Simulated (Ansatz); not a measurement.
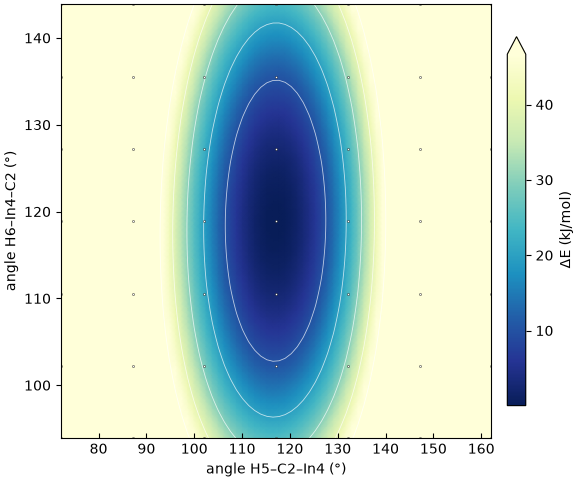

CH₃F₂In, SMILES F[CH](F)[InH2]. First axis: angle H5–C2–In4. Second axis: angle H6–In4–C2. Nothing is relaxed (all other coordinates rigid). Grid: 7 × 7 points. Points are written as (first, second). Energies: kJ/mol, counted from the relaxed molecule at the same level. These are results of Ansatz, RKS PBE0-D4/def2-TZVP, not measurements.

Drawn: a smooth colour map with a few white contour lines, dots at the grid points, one colour for all values above the top of the scale. Between grid points the surface is interpolated.

### Estimate the position of the minimum and the force constants in these coordinates.

The interpolated minimum is at angle H5–C2–In4 ≈ 117°, angle H6–In4–C2 ≈ 118.9°. The curvatures there are about 6.1 eV/rad² and 2.5 eV/rad², with a cross term of about 0 eV/rad². Round the minimum the two coordinates are nearly uncoupled. (1 eV is 96.5 kJ/mol.)
